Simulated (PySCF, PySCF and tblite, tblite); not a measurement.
# 3-formyl-1-fluorobenzene (C₇H₅FO): conformers and averaged spectra, part 2 of 2

PySCF and tblite. Atoms count from 0.

## (8) Excited states, conformer 2: CAM-B3LYP/def2-SVPD in benzene

Job settings and geometry (Å):

```
{"job": {"xc": "CAM-B3LYP", "basis": "def2-SVPD", "nstates": 6, "ntriplets": 0, "solvent": "benzene", "kind": "uv"}, "charge": 0, "multiplicity": 1}
O      2.918588     1.275683     0.241528
C      2.339896     0.233703     0.080847
C      0.878113     0.074503     0.026995
C      0.306550    -1.182481    -0.165369
C     -1.068560    -1.322177    -0.213483
C     -1.888838    -0.214799    -0.071197
C     -1.307761     1.029144     0.118851
F     -2.106702     2.103312     0.256515
C      0.060536     1.195357     0.170486
H      2.894169    -0.717848    -0.041988
H      0.944854    -2.046459    -0.276520
H     -1.509584    -2.295870    -0.362383
H     -2.963481    -0.301396    -0.105158
H      0.501542     2.168855     0.318710
```

Standard output:

```text
coarse grid: 12880 points
cycle   1  E = -444.0712660130  dE =  1.913e+00  |g| = 8.571e-01  |ddm| = 1.243e+01
cycle   2  E = -443.8689585487  dE =  2.023e-01  |g| = 1.387e+00  |ddm| = 4.082e+00
cycle   3  E = -444.2224011049  dE = -3.534e-01  |g| = 1.053e-01  |ddm| = 2.855e+00
cycle   4  E = -444.2240210816  dE = -1.620e-03  |g| = 6.585e-02  |ddm| = 3.521e-01
cycle   5  E = -444.2249017367  dE = -8.807e-04  |g| = 1.198e-02  |ddm| = 1.434e-01
cycle   6  E = -444.2249336255  dE = -3.189e-05  |g| = 4.722e-03  |ddm| = 5.785e-02
cycle   7  E = -444.2249398109  dE = -6.185e-06  |g| = 1.207e-03  |ddm| = 1.569e-02
final grid: 128128 points
cycle   8  E = -444.3116102014  dE = -3.499e-05  |g| = 4.913e-03  |ddm| = 1.783e-01
cycle   9  E = -444.3116075919  dE =  2.610e-06  |g| = 6.548e-03  |ddm| = 2.768e-02
cycle  10  E = -444.3116152175  dE = -7.626e-06  |g| = 6.171e-04  |ddm| = 1.283e-02
cycle  11  E = -444.3116152871  dE = -6.962e-08  |g| = 2.947e-04  |ddm| = 1.841e-03
cycle  12  E = -444.3116153041  dE = -1.700e-08  |g| = 9.926e-05  |ddm| = 8.394e-04
cycle  13  E = -444.3116153066  dE = -2.500e-09  |g| = 2.331e-05  |ddm| = 3.636e-04
cycle  14  E = -444.3116153069  dE = -2.526e-10  |g| = 9.328e-06  |ddm| = 1.067e-04
converged SCF energy = -444.3116153069

Static polarisability (au): isotropic 96.368, principal 53.288 105.476 130.340

Singlet excitations
state   eV       nm        f      main configurations
  1   3.9278    315.7   0.00022   H-2->L 0.89, H-2->L+3 0.09
  2   4.8113    257.7   0.07623   H->L 0.83, H-1->L+1 0.09
  3   5.3217    233.0   0.33323   H-1->L 0.88
  4   6.5515    189.2   0.30614   H->L+1 0.72, H-1->L+1 0.13
  5   6.7057    184.9   0.54769   H-1->L+1 0.69, H->L+1 0.17
  6   6.9932    177.3   0.00009   H-2->L+1 0.96
```

Run time: 41 s. Hardware: 1 thread of Arm Neoverse V1, shared host; peak memory 1.2 GiB.

In short: HOMO -8.92 eV, LUMO -1.08 eV; dipole 4.47 D; S1 3.93 eV.

## (9) The ensemble: properties at PBE0/pcSseg-1 in benzene

Job settings and geometry (Å):

```
{"job": {"study": "conf", "smiles": "O=Cc1cccc(F)c1", "search": {"seed": 3359, "n_embed": 60, "ff_keep": 14, "window": 3.0, "nmax": 3, "temps": [250, 273.15, 298.15, 323.15, 373.15], "t_ref": 298.15, "order": 0.0005}, "level": {"nmr": {"xc": "PBE0", "basis": "pcSseg-1", "solvent": "benzene"}, "j": {"xc": "B3LYP", "basis": {"default": "6-31G*", "H": "pcJ-1", "F": "pcJ-1"}, "nuclei": ["H", "F", "P", "Si", "B"]}, "uv": {"xc": "CAM-B3LYP", "basis": "def2-SVPD", "nstates": 6, "ntriplets": 0, "solvent": "benzene"}}, "kind": "conf"}, "charge": 0, "multiplicity": 1}
O      2.918588     1.275683     0.241528
C      2.339896     0.233703     0.080847
C      0.878113     0.074503     0.026995
C      0.306550    -1.182481    -0.165369
C     -1.068560    -1.322177    -0.213483
C     -1.888838    -0.214799    -0.071197
C     -1.307761     1.029144     0.118851
F     -2.106702     2.103312     0.256515
C      0.060536     1.195357     0.170486
H      2.894169    -0.717848    -0.041988
H      0.944854    -2.046459    -0.276520
H     -1.509584    -2.295870    -0.362383
H     -2.963481    -0.301396    -0.105158
H      0.501542     2.168855     0.318710
```

Standard output:

```text
conformer  sym    E(xTB)   E(DFT)   G(298.15 K)  weight  dipole/D
    1     Cs      0.000    0.195    0.225   0.4063    2.273
    2     Cs      0.176    0.000    0.000   0.5937    4.196

mean shielding (ppm) by class
class atoms           250 K   273.15 K   298.15 K   323.15 K   373.15 K
  0 O  0           -309.168   -309.182   -309.195   -309.206   -309.223
  1 C  1             -10.33    -10.331    -10.332    -10.333    -10.334
  2 C  2             43.957     43.961     43.965     43.968     43.973
  3 C  3             53.668     53.715     53.759     53.795     53.854
  4 C  4             50.213     50.212     50.211      50.21     50.209
  5 C  5             58.197     58.196     58.195     58.195     58.194
  6 C  6             13.747     13.748     13.748     13.749      13.75
  7 F  7            288.918     288.92    288.922    288.923    288.926
  8 C  8              63.99     63.943       63.9     63.864     63.806
  9 H  9             21.533     21.534     21.534     21.535     21.535
 10 H  10            23.637     23.633      23.63     23.627     23.623
 11 H  11            23.702     23.702     23.702     23.702     23.702
 12 H  12            23.933     23.933     23.933     23.933     23.933
 13 H  13            23.661     23.664     23.667      23.67     23.674
```

It took 3.1 min on 1 thread of Arm Neoverse V1, shared host. This counts the runs that the step sums up.

The search (ETKDG and KDG, MMFF94s, GFN2-xTB) embedded 60 structures, kept 2 distinct ones after the force field and 2 after xTB; 2 were carried on (window 3.0 kcal/mol at the search's own energies). Energies: PBE0/pcSseg-1 in benzene with D3(BJ).

The conformers at 298 K:

```csv
no.,group,mirror pair,ΔE xTB,ΔE DFT,ΔG,weight (%),μ (D),O0–C1–C2–C3 (°),"A, B, C (GHz)"
1,Cs,no,0.00,0.20,0.23,40.6,2.27,0,"3.71, 1.12, 0.86"
2,Cs,no,0.18,0.00,0.00,59.4,4.20,180,"2.93, 1.28, 0.89"
```

Energies in kcal/mol. ΔG holds xTB vibrations and rotation, symmetry numbers and mirror pairs.

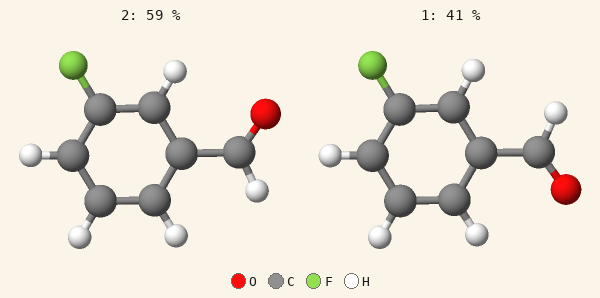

Conformers, most populated first.

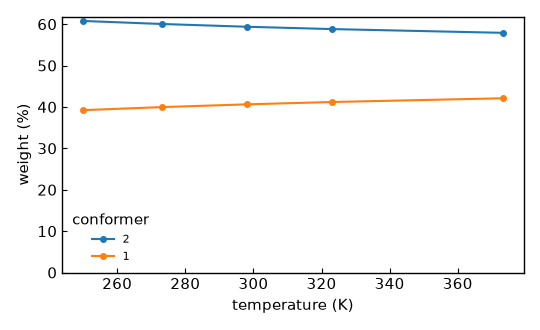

Weights against temperature.

How the weights hang on the way they are made:

```csv
scheme,2,1,mean μ (D)
DFT free energy,59,41,3.42
"DFT energy, symmetry counted",58,42,3.39
DFT energy alone,58,42,3.39
"xTB energy, symmetry counted",43,57,3.09
xTB free energy,44,56,3.12
lowest conformer only,100,0,4.20
equal weights,50,50,3.23
```

Shifts against references run at the same level (¹⁷O H2O 340.1, ¹⁹F CFCl3 172.7, ¹³C TMS 187.3, ¹H TMS 31.70 ppm of shielding), by class of atoms, at 298 K:

```csv
atoms,environment,no. 2,no. 1,average,measured
C1,aldehyde carbonyl carbon,197.6,197.7,197.7,–
C6,aromatic carbon bearing fluorine,173.6,173.5,173.6,–
C2,substituted aromatic carbon,143.6,143.0,143.4,–
C4,aromatic CH,137.1,137.2,137.1,–
C3,aromatic CH,136.2,129.7,133.6,–
C5,aromatic CH,129.1,129.2,129.1,–
C8,aromatic CH,120.8,127.2,123.4,–
H9,hydrogen on an aldehyde carbonyl carbon,10.20,10.13,10.17,–
H10,hydrogen on an aromatic CH,7.87,8.37,8.07,–
H13,hydrogen on an aromatic CH,8.22,7.76,8.04,–
H11,hydrogen on an aromatic CH,8.01,7.99,8.00,–
H12,hydrogen on an aromatic CH,7.76,7.78,7.77,–
O0,aldehyde oxygen,648.5,650.5,649.3,–
F7,aryl fluorine,-116.1,-116.4,-116.3,-111.9
```

Measured: G. Saielli, R. Bini, A. Bagno, Computational 19F NMR. 2. Organic compounds, RSC Adv. 2014, ESI (exp. from Berger-Braun-Kalinowski 1994 and Everett 1995).

Couplings (Hz, B3LYP/pcJ-1+6-31G*; one pair named for each class), from conformers that hold 100 % of the weight:

```csv
pair,bonds,no. 2,no. 1,average
H11–H12,3,9.3,9.2,9.3
F7–H13,3,9.0,8.5,8.8
H10–H11,3,8.6,8.9,8.7
F7–H12,3,7.9,8.2,8.0
F7–H11,4,4.5,4.7,4.6
H12–H13,4,2.2,1.9,2.0
H10–H13,4,0.6,0.7,0.7
```

Effective distances for nuclear Overhauser effects, ⟨r⁻⁶⟩^(−1/6) over all pairs of two classes (Å): H10···H11 2.47; H11···H12 2.48; H9···H10 2.57; H9···H13 2.74.

Lowest and brightest singlet by conformer (CAM-B3LYP/def2-SVPD in benzene): no. 2 3.93 and 6.71 eV; no. 1 3.92 and 6.44 eV.

## (10) Results

This closing draws on all 2 parts.

| quantity | value |
| --- | --- |
| conformers | 2; the first in weight is no. 2 (Cs), 59 % at 298 K |
| root-mean-square dipole | 3.54 D |
| averaged ¹³C shifts (PBE0/pcSseg-1 in benzene) | 197.7, 173.6, 143.4, 137.1, 133.6, 129.1, 123.4 ppm |
| averaged ¹H shifts (PBE0/pcSseg-1 in benzene) | 10.17, 8.07, 8.04, 8.00, 7.77 ppm |
| averaged ¹⁹F shifts (PBE0/pcSseg-1 in benzene) | -116.3 ppm |

Conformer 2 leads with 59 % at 298 K, and its share goes from 61 % at 250 K to 58 % at 373 K. xTB puts no. 1 lowest, DFT no. 2. Among conformers over 5 %, C3 differs by 6.5 ppm, while the average moves by 0.2 ppm from 250 to 373 K. Against 1 measured ¹⁹F shift the average misses by 4.4 ppm, the leading conformer alone by 4.2 ppm. Vibration is missing from the shifts, so part of that gap is not the functional's.
